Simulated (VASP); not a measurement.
Given:

```xyz
2
Lattice="0.0000 3.5937 3.5937 3.5937 0.0000 3.5937 3.5937 3.5937 0.0000" Properties=species:S:1:pos:R:3 pbc="T T T"
K      0.0000     0.0000     0.0000
I      3.5937     3.5937     3.5937
```

Calculation: PBE GGA, VASP's PBE PAW potentials (set 64) (plane waves; VASP). Numerical set-up: 520 eV cut-off, 7×7×7 Γ-centred mesh, tetrahedra with Blöchl corrections, potentials K_sv I.

Unless said otherwise, spin-orbit coupling is left out, though it shifts the bands of the heavy elements here.

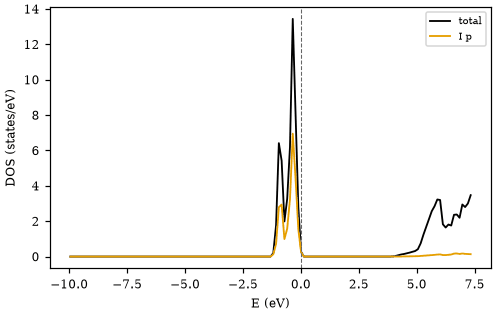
*Total and projected density of states, zero at the valence-band maximum*

Within 2 eV below the valence-band maximum the largest weight inside VASP's projection spheres is I p.

The gap is direct, 3.85 eV, from the valence maximum at Γ to the conduction minimum at Γ.

The compound is KI in the rock salt structure. It was relaxed first, which changed the volume by +5 %.
